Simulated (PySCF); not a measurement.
# UPBE/STO-3G run of N2H3 (hydrazinyl radical)

What is the vertical ionisation energy of N2H3 (hydrazinyl radical) at UPBE/STO-3G? The job is set up through a Python script.

The results are computed with PySCF 2.14.0.

7 further runs of the same task are left out: 7 set aside as unsound or not needed.

## Step 1: The molecule

N2H3 has 5 atoms, charge 0, and is taken as a doublet. SMILES: `[NH]N`. The shape is that of a PBE0-D4/def2-TZVP optimisation. This is one conformer, not always the lowest.

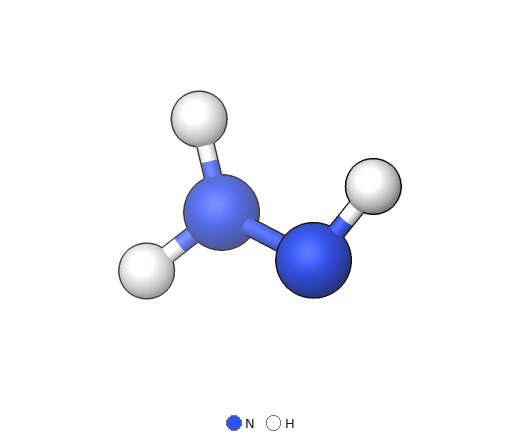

The structure, seen from a chosen angle (nitrogen blue, hydrogen white).

## Step 2: A single-point energy at UPBE/STO-3G

input.py reads:

```python
from pyscf import gto, dft

mol = gto.Mole()
mol.atom = '''
N       -0.187600      -0.818050       0.454040
N       -0.128660       0.235610      -0.368450
H        0.759840      -0.951450       0.811270
H       -1.030950       0.592300      -0.640030
H        0.587360       0.941580      -0.256830
'''
mol.max_memory = 1860
mol.verbose = 3
mol.basis = 'sto-3g'
mol.charge = 0
mol.spin = 1
mol.build()

ks = dft.UKS(mol)
ks.xc = 'pbe'
ks.grids.level = 5
ks.conv_tol = 1e-10
ks.kernel()
if not ks.converged:
    ks = ks.newton().run(ks.mo_coeff, ks.mo_occ)

energy = ks.e_tot
print('Final energy', energy)
```

On the command line:

```sh
$ OMP_NUM_THREADS=1 python input.py
```

The program printed:

```text
converged SCF energy = -109.60964450905  <S^2> = 0.75085344  2S+1 = 2.0008533
Final energy -109.6096445090497
```

Wall time 2.9 s (1 thread of Arm Neoverse V1, shared host); peak memory 0.18 GiB.

## Step 3: The singlet cation, same level

run.py reads:

```python
from pyscf import gto, dft

mol = gto.M(
    atom='''
N       -0.187600      -0.818050       0.454040
N       -0.128660       0.235610      -0.368450
H        0.759840      -0.951450       0.811270
H       -1.030950       0.592300      -0.640030
H        0.587360       0.941580      -0.256830
''',
    basis='sto-3g',
    spin=0,
    max_memory=1860,
    charge=1,
    verbose=3,
)

mf = dft.RKS(mol)
mf.xc = 'pbe'
mf.conv_tol = 1e-10
mf.grids.level = 5
mf.kernel()
if not mf.converged:
    mf = mf.newton().run(mf.mo_coeff, mf.mo_occ)

etot = mf.e_tot
print(f'total energy: {etot:.8f} hartree')
```

On the command line:

```sh
$ OMP_NUM_THREADS=1 python run.py
```

The program printed:

```text
converged SCF energy = -109.381678725098
total energy: -109.38167873 hartree
```

It took 2.1 s on 1 thread of Arm Neoverse V1, shared host; peak memory 0.17 GiB.

## Step 4: What came out

At UPBE/STO-3G:

```
                                          quantity          value
                        doublet N2H3: total energy  -109.60964 Eh
                       doublet N2H3: dipole moment         2.47 D
  doublet N2H3: HOMO energy (highest over α and β)       -0.39 eV
   doublet N2H3: LUMO energy (lowest over α and β)        1.71 eV
                                doublet N2H3: ⟨S²⟩          0.751
                      singlet cation: total energy  -109.38168 Eh
                       singlet cation: HOMO energy      -14.63 eV
                       singlet cation: LUMO energy      -11.91 eV
                     singlet cation: HOMO–LUMO gap        2.72 eV
vertical ionisation energy (to the singlet cation)       6.203 eV
```

What this shows: The vertical ionisation energy comes to 6.20 eV (143 kcal/mol). Only the singlet of the ionised species was computed; a triplet could lie lower. In a minimal basis such a difference can be off by several eV, whatever the method. Mulliken charges (singlet cation) run from -0.13 on N2 to +0.38 on H4.
